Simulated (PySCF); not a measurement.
# SeO₂(OH)₂: structure of the singlet

Where does singlet SeO₂(OH)₂ go from a square planar (ligand arrangement 2) start, is the end point a minimum, and what are its modes, charges and moments?

Program: PySCF 2.14.0. Level of theory: PBE, basis Se def2-SVP, O def2-SVP, H def2-SVP, no relativity, density fitting. These are calculated values, not measurements.

## (1) The starting structure

7 atoms, charge 0, spin multiplicity 1.

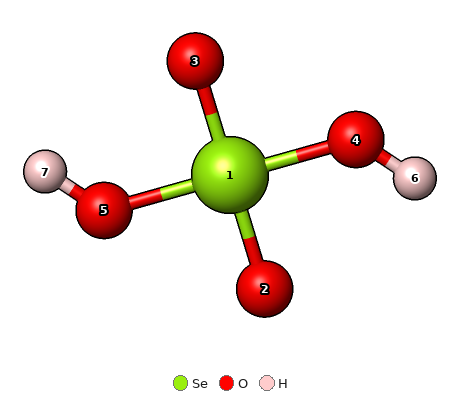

Start geometry, drawn with selenium green, oxygen red, hydrogen pink; atoms are numbered from 1 in the order of the file.

```xyz
7
charge 0 multiplicity 1
Se    0.0000    0.0000    0.0000
O     1.6400    0.0000    0.0000
O    -1.6400    0.0000    0.0000
O     0.0000    1.7900    0.0000
O     0.0000   -1.7900    0.0000
H     0.7354    2.4071    0.0000
H    -0.7354   -2.4071    0.0000
```

## (2) Relaxation: square planar (ligand arrangement 2) start, singlet

The steps below are one call of a driver around PySCF. For each, scf.py gives the equivalent set-up of the SCF; relaxations use the driver's own optimiser. Before each start the driver seeks the lowest SCF state from one or more starting densities and follows internal instabilities, so scf.py alone need not reach the same state.

The program finds C2h symmetry in the start, which this walk keeps. Threshold on the gradient: 0.0003 Eh/bohr, with a further test on the energy change.

The input, scf.py:

```python
from pyscf import gto, scf, dft
mol = gto.M(atom='''
Se     0.000000     0.000000     0.000000
O      1.640000    -0.000000     0.000000
O     -1.640000     0.000000     0.000000
O      0.000000     1.790000     0.000000
O     -0.000000    -1.790000     0.000000
H      0.735400     2.407100     0.000000
H     -0.735400    -2.407100     0.000000''',
    basis={'Se': 'def2-SVP', 'O': 'def2-SVP', 'H': 'def2-SVP'},
    charge=0, spin=0)
mf = dft.RKS(mol, xc='PBE')
mf.grids.atom_grid = (50, 194)
aux = {'Se': 'def2-universal-JKFIT', 'O': 'def2-universal-JKFIT', 'H': 'def2-universal-JKFIT'}
mf = mf.density_fit(auxbasis=aux)
mf.kernel()
```

Energy and gradient, step by step:

```tsv
step	energy (Eh)	change (kJ/mol)	largest symmetric gradient (Eh/bohr)
0	-2702.256092	0.00	0.05022
1	-2702.272126	-42.10	0.01964
2	-2702.277608	-56.49	0.02329
3	-2702.280244	-63.41	0.01387
4	-2702.281988	-67.99	0.00126
5	-2702.282046	-68.14	0.00205
6	-2702.282058	-68.17	0.00026
7	-2702.282058	-68.17	0.00003
```

The walk ran for 24 s (4 threads, shared host).

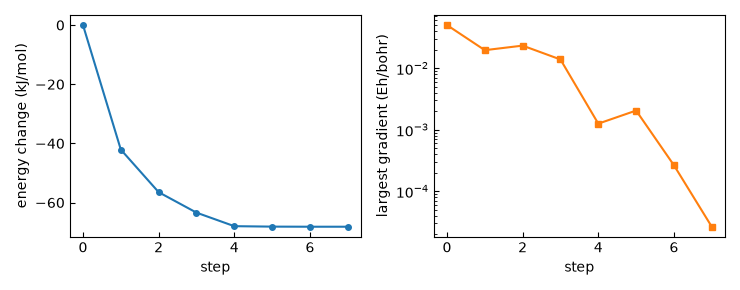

How energy and gradient fall.

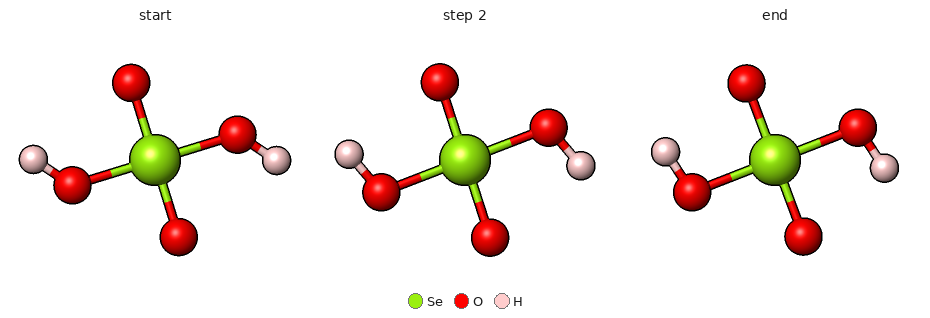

Start and end of the relaxation, with a step between.

After 7 steps and 68.2 kJ/mol it ends at C2h: O–H 0.986 Å (×2), Se–O 1.660 Å (×2), Se–O 1.844 Å (×2); H–O–Se 102.4° (×2), O–Se–O 89.2° (×2), O–Se–O 90.8° (×2), O–Se–O 180.0° (×2).

## (3) Vibrations and properties at this point

The point is checked on the finer grid, and tightened if its gradient asks for it. The Hessian and the dipole derivatives come from central differences of analytic gradients, with steps of 0.01 bohr.

scf.py, as its differences from that of step 2:

```diff
@@ -4,6 +4,6 @@
-O      1.640000    -0.000000     0.000000
-O     -1.640000     0.000000     0.000000
-O      0.000000     1.790000     0.000000
-O     -0.000000    -1.790000     0.000000
-H      0.735400     2.407100     0.000000
-H     -0.735400    -2.407100     0.000000''',
+O      1.657378     0.096611    -0.000000
+O     -1.657378    -0.096611     0.000000
+O     -0.133944     1.839115     0.000000
+O      0.133944    -1.839115    -0.000000
+H      0.811259     2.119591     0.000000
+H     -0.811259    -2.119591    -0.000000''',
@@ -13 +13 @@
-mf.grids.atom_grid = (50, 194)
+mf.grids.atom_grid = (75, 302)
```

This SCF starts from the last density.

Log of the central SCF (cycles and frontier levels):

```text
init E= -2702.28210425384
  HOMO = -0.266222637971693  LUMO = -0.171737578089067  gap/eV = 2.57107
cycle= 1 E= -2702.28210424094  delta_E= 1.29e-08  |g|= 0.000248  |ddm|= 0.000283
  HOMO = -0.266211726356464  LUMO = -0.171732154593703  gap/eV = 2.57092
cycle= 2 E= -2702.28210402619  delta_E= 2.15e-07  |g|= 0.00101  |ddm|= 0.00112
  HOMO = -0.266226807727425  LUMO = -0.171738073909308  gap/eV = 2.57117
cycle= 3 E= -2702.28210424672  delta_E= -2.21e-07  |g|= 0.000193  |ddm|= 0.000939
  HOMO = -0.266222163140187  LUMO = -0.171736806458032  gap/eV = 2.57108
cycle= 4 E= -2702.28210425476  delta_E= -8.05e-09  |g|= 1.78e-05  |ddm|= 0.00017
  HOMO = -0.266221855414712  LUMO = -0.171736840227563  gap/eV = 2.57107
cycle= 5 E= -2702.28210425484  delta_E= -7.55e-11  |g|= 2.25e-07  |ddm|= 1.52e-05
  HOMO = -0.266221822840235  LUMO = -0.171736789757679  gap/eV = 2.57107
Extra cycle  E= -2702.28210425483  delta_E= 4.09e-12  |g|= 3.86e-07  |ddm|= 6.85e-07
converged SCF energy = -2702.28210425483
```

The whole step took 78 s.

Geometry: C2h; O–H 0.986 Å (×2), Se–O 1.660 Å (×2), Se–O 1.844 Å (×2); H–O–Se 102.4° (×2), O–Se–O 89.2° (×2), O–Se–O 90.8° (×2), O–Se–O 180.0° (×2).

Modes, for the most abundant isotopes:

```json
{"symmetry": "au", "ω (cm⁻¹)": "181i", "IR (km/mol)": "2.7"}
{"symmetry": "au", "ω (cm⁻¹)": "279", "IR (km/mol)": "8.0"}
{"symmetry": "bu", "ω (cm⁻¹)": "335", "IR (km/mol)": "21.3"}
{"symmetry": "ag", "ω (cm⁻¹)": "446", "IR (km/mol)": "0.0"}
{"symmetry": "bu", "ω (cm⁻¹)": "453", "IR (km/mol)": "82.8"}
{"symmetry": "ag", "ω (cm⁻¹)": "547", "IR (km/mol)": "0.0"}
{"symmetry": "bg", "ω (cm⁻¹)": "578", "IR (km/mol)": "0.0"}
{"symmetry": "au", "ω (cm⁻¹)": "578", "IR (km/mol)": "195"}
{"symmetry": "bu", "ω (cm⁻¹)": "603", "IR (km/mol)": "116"}
{"symmetry": "ag", "ω (cm⁻¹)": "797", "IR (km/mol)": "0.0"}
{"symmetry": "bu", "ω (cm⁻¹)": "904", "IR (km/mol)": "51.0"}
{"symmetry": "ag", "ω (cm⁻¹)": "1038", "IR (km/mol)": "0.0"}
{"symmetry": "bu", "ω (cm⁻¹)": "1080", "IR (km/mol)": "194"}
{"symmetry": "bu", "ω (cm⁻¹)": "3586", "IR (km/mol)": "146"}
{"symmetry": "ag", "ω (cm⁻¹)": "3588", "IR (km/mol)": "0.0"}
```

1 mode is imaginary, the largest at 181i cm⁻¹: a saddle point, not a minimum.

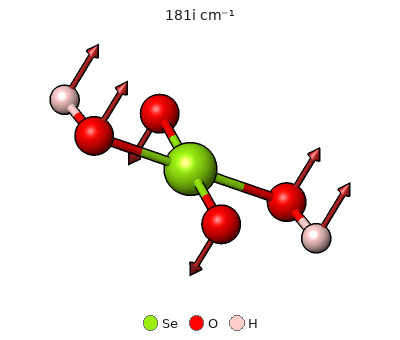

The imaginary mode, as arrows.

Constants and moments:

```yaml
Dipole_moment: 0.00 D
Highest_occupied_level: -7.24 eV
Lowest_empty_level: -4.67 eV
Rotational_constants: 0.1878, 0.1434, 0.08131 cm⁻¹
Zero-point_energy_real_modes: 88.6 kJ/mol
Principal_polarisabilities: 20.2, 45.8, 55.0 bohr³
Atomisation_energy_without_zero-point_energy: 2089 kJ/mol
Principal_traceless_quadrupole_moments_about_the_centre_of_mass: -13.50, 4.34, 9.17 D Å
```

Charges (e) and bond orders:

```tsv
atom	Mulliken	Löwdin	polar tensor	Mayer order to Se1
Se1	1.05	0.97	1.50	–
O2,3	-0.39	-0.36	-0.47	1.48
O4,5	-0.31	-0.20	-0.55	0.90
H6,7	0.19	0.07	0.27	0.02
```

Outer orbital energies (eV). occupied: -11.50, -10.11, -8.82, -8.30, -8.26, -7.59, -7.27, -7.24; empty: -4.67, -4.36, 0.89, 1.05.

Mulliken populations on Se1: s 7.60, p 14.65, d 10.70.

## (4) Following the imaginary mode

The start is the last point, displaced along its most imaginary mode.

The program finds C2 symmetry in the start, which this walk keeps. The walk stops when the largest gradient is under 0.0003 Eh/bohr and the energy has settled too.

scf.py, as its differences from that of step 3:

```diff
@@ -3,7 +3,7 @@
-Se     0.000000     0.000000     0.000000
-O      1.657378     0.096611    -0.000000
-O     -1.657378    -0.096611     0.000000
-O     -0.133944     1.839115     0.000000
-O      0.133944    -1.839115    -0.000000
-H      0.811259     2.119591     0.000000
-H     -0.811259    -2.119591    -0.000000''',
+Se     0.000000     0.000000    -0.005745
+O      1.657378     0.096611    -0.111249
+O     -1.657378    -0.096611    -0.111249
+O     -0.133944     1.839115     0.118039
+O      0.133944    -1.839115     0.118039
+H      0.811259     2.119591     0.120000
+H     -0.811259    -2.119591     0.120000''',
@@ -13 +13 @@
-mf.grids.atom_grid = (75, 302)
+mf.grids.atom_grid = (50, 194)
```

Energy and gradient, step by step:

```tsv
step	energy (Eh)	change (kJ/mol)	largest symmetric gradient (Eh/bohr)
0	-2702.283916	0.00	0.00406
1	-2702.286452	-6.66	0.00695
2	-2702.291199	-19.12	0.00828
3	-2702.298499	-38.29	0.00966
4	-2702.307590	-62.16	0.01425
5	-2702.317104	-87.14	0.01774
6	-2702.335212	-134.68	0.01681
7	-2702.345528	-161.76	0.01602
8	-2702.346904	-165.38	0.02656
9	-2702.349351	-171.80	0.01142
10	-2702.350437	-174.65	0.00898
11	-2702.351055	-176.27	0.00364
12	-2702.351112	-176.42	0.00145
13	-2702.351115	-176.43	0.00296
14	-2702.351133	-176.48	0.00101
15	-2702.351150	-176.52	0.00063
16	-2702.351186	-176.62	0.00163
17	-2702.351208	-176.68	0.00178
18	-2702.351221	-176.71	0.00024
19	-2702.351226	-176.72	0.00044
20	-2702.351228	-176.73	0.00041
21	-2702.351230	-176.73	0.00006
```

The walk took 57 s.

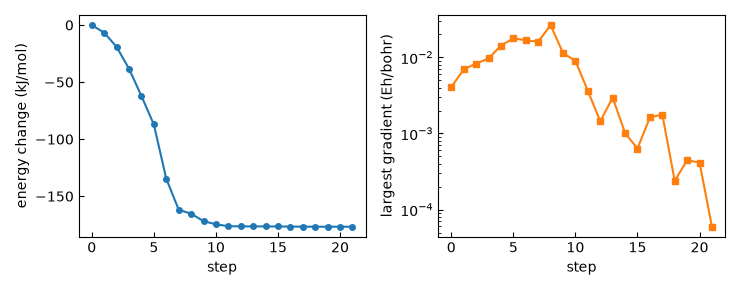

Energy and largest gradient along the walk.

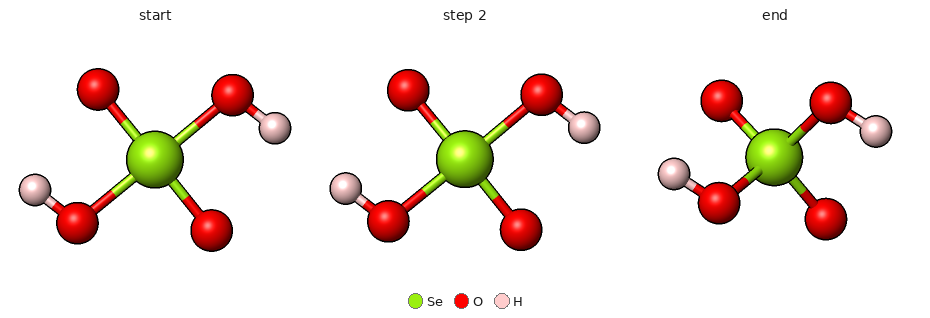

The geometry along the walk, at one scale.

End point (C2, 21 steps, 176.7 kJ/mol gained): O–H 0.984 Å (×2), Se–O 1.614 Å (×2), Se–O 1.792 Å (×2); H–O–Se 104.8° (×2), O–Se–O 100.3°, O–Se–O 106.1° (×2), O–Se–O 107.0° (×2), O–Se–O 127.1°.

## (5) Hessian and properties

The same treatment as at the point before.

scf.py, as its differences from that of step 4:

```diff
@@ -3,7 +3,7 @@
-Se     0.000000     0.000000    -0.005745
-O      1.657378     0.096611    -0.111249
-O     -1.657378    -0.096611    -0.111249
-O     -0.133944     1.839115     0.118039
-O      0.133944    -1.839115     0.118039
-H      0.811259     2.119591     0.120000
-H     -0.811259    -2.119591     0.120000''',
+Se     0.000000    -0.000000    -0.111896
+O      1.437262     0.150085    -0.829972
+O     -1.437262    -0.150085    -0.829972
+O     -0.156762     1.367188     1.036301
+O      0.156762    -1.367188     1.036301
+H      0.753611     1.731242     1.118985
+H     -0.753611    -1.731242     1.118985''',
@@ -13 +13 @@
-mf.grids.atom_grid = (50, 194)
+mf.grids.atom_grid = (75, 302)
```

SCF at the final geometry:

```text
init E= -2702.35131616242
  HOMO = -0.279582036137455  LUMO = -0.10492343737092  gap/eV = 4.75270
cycle= 1 E= -2702.35131613938  delta_E= 2.3e-08  |g|= 0.000344  |ddm|= 0.000343
  HOMO = -0.279574232329655  LUMO = -0.104922969531277  gap/eV = 4.75250
cycle= 2 E= -2702.35131579826  delta_E= 3.41e-07  |g|= 0.00132  |ddm|= 0.00132
  HOMO = -0.279579474134943  LUMO = -0.104923106004299  gap/eV = 4.75264
cycle= 3 E= -2702.35131616405  delta_E= -3.66e-07  |g|= 1.53e-05  |ddm|= 0.00105
  HOMO = -0.279580248501322  LUMO = -0.10492320492108  gap/eV = 4.75266
cycle= 4 E= -2702.3513161641  delta_E= -5.32e-11  |g|= 2.63e-06  |ddm|= 1.37e-05
  HOMO = -0.279579890269174  LUMO = -0.104923300638585  gap/eV = 4.75265
Extra cycle  E= -2702.35131616405  delta_E= 5.14e-11  |g|= 8.16e-06  |ddm|= 8.72e-06
converged SCF energy = -2702.35131616405
```

The whole step took 87 s.

Geometry: C2; O–H 0.984 Å (×2), Se–O 1.614 Å (×2), Se–O 1.792 Å (×2); H–O–Se 104.8° (×2), O–Se–O 100.3°, O–Se–O 106.1° (×2), O–Se–O 107.0° (×2), O–Se–O 127.2°.

Modes, for the most abundant isotopes:

| symmetry | ω (cm⁻¹) | IR (km/mol) | μ (u) |
| --- | --- | --- | --- |
| a | 157 | 81.1 | 1.72 |
| a | 237 | 1.5 | 9.50 |
| b | 263 | 39.2 | 1.41 |
| a | 312 | 5.3 | 2.57 |
| b | 316 | 56.4 | 2.72 |
| a | 333 | 69.3 | 6.95 |
| b | 340 | 44.1 | 17.52 |
| a | 626 | 63.3 | 13.20 |
| b | 642 | 145 | 15.26 |
| a | 932 | 46.7 | 15.54 |
| b | 996 | 79.1 | 3.71 |
| a | 1034 | 70.9 | 1.10 |
| b | 1087 | 103 | 1.52 |
| b | 3626 | 196 | 1.07 |
| a | 3632 | 29.7 | 1.07 |

No imaginary mode, so this is a minimum.

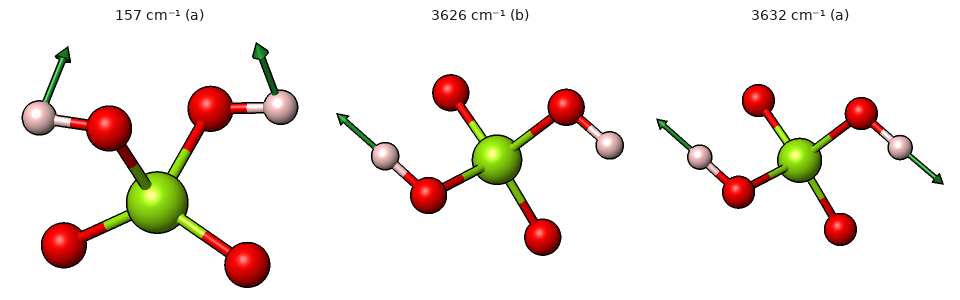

Displacements of 3 of the modes, as arrows (one member where a mode is degenerate).

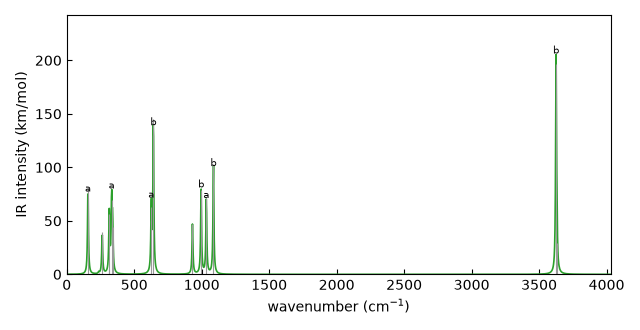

The harmonic infrared spectrum (widths in cm⁻¹). Lines are broadened to a width of 8 cm⁻¹ (Lorentzian).

Properties at this point:

```
Dipole moment                                                   : 2.17 D
Highest occupied level                                          : -7.61 eV
Lowest empty level                                              : -2.86 eV
Rotational constants                                            : 0.1355, 0.1297, 0.1253 cm⁻¹
Zero-point energy                                               : 86.9 kJ/mol
Principal polarisabilities                                      : 32.6, 32.8, 40.8 bohr³
Atomisation energy without zero-point energy                    : 2271 kJ/mol
Principal traceless quadrupole moments about the centre of mass : -9.08, -1.51, 10.58 D Å
Entropy at 298.15 K and 1 bar                                   : 326.1 J/(mol K)
Heat capacity Cp at 298.15 K                                    : 97.3 J/(mol K)
Enthalpy at 298.15 K above 0 K                                  : 19.35 kJ/mol
Rotational symmetry number                                      : 2
```

Populations by atom (charges in e):

| atom | Mulliken | Löwdin | polar tensor | Mayer order to Se1 |
| --- | --- | --- | --- | --- |
| Se1 | 1.11 | 1.03 | 2.03 | – |
| O2,3 | -0.43 | -0.40 | -0.61 | 1.68 |
| O4,5 | -0.33 | -0.21 | -0.69 | 0.94 |
| H6,7 | 0.21 | 0.10 | 0.29 | 0.03 |

Outer orbital energies (eV). occupied: -11.00, -10.43, -9.10, -8.68, -8.36, -7.79, -7.78, -7.61; empty: -2.86, -0.72, -0.31, 0.61.

Mulliken populations on Se1: s 7.41, p 14.73, d 10.74.

## (6) All stationary points

| spin | group | bonds | imaginary modes (cm⁻¹) | ΔE (kJ/mol) | with zero-point energy |
| --- | --- | --- | --- | --- | --- |
| singlet | C2 | O–H 0.984 Å (×2), Se–O 1.614 Å (×2), Se–O 1.792 Å (×2) | none | 0.0 | 0.0 |
| singlet | C2h | O–H 0.986 Å (×2), Se–O 1.660 Å (×2), Se–O 1.844 Å (×2) | 181i | 181.7 | – |

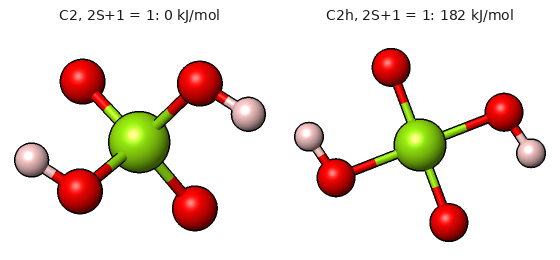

The points, lowest first (selenium green, oxygen red, hydrogen pink).

## (7) Results

| quantity | value |
| --- | --- |
| minimum | singlet, C2 |
| geometry | O–H 0.984 Å (×2), Se–O 1.614 Å (×2), Se–O 1.792 Å (×2); H–O–Se 104.8° (×2), O–Se–O 100.3°, O–Se–O 106.1° (×2), O–Se–O 107.0° (×2), O–Se–O 127.2° |
| wavenumbers (cm⁻¹) | 157 (a), 237 (a), 263 (b), 312 (a), 316 (b), 333 (a), 340 (b), 626 (a), 642 (b), 932 (a), 996 (b), 1034 (a), 1087 (b), 3626 (b), 3632 (a) |
| dipole moment | 2.17 D |
| highest occupied, lowest empty level | -7.61, -2.86 eV |
| polar-tensor charge of Se1 | +2.03 e |
| zero-point energy | 86.9 kJ/mol |
| entropy at 298.15 K | 326.1 J/(mol K) |
| atomisation energy (no zero-point energy) | 2271 kJ/mol |

The square planar (ligand arrangement 2) start (C2h) ends in a minimum of C2 symmetry, after a first stop at a saddle point 181.7 kJ/mol higher, from which it was pushed off along an imaginary mode. The strongest infrared band lies at 3626 cm⁻¹ (b). Only this shape and spin were tried, so other structures or states may lie lower.

The search up to here ran for 4.1 min (4 threads, shared host).
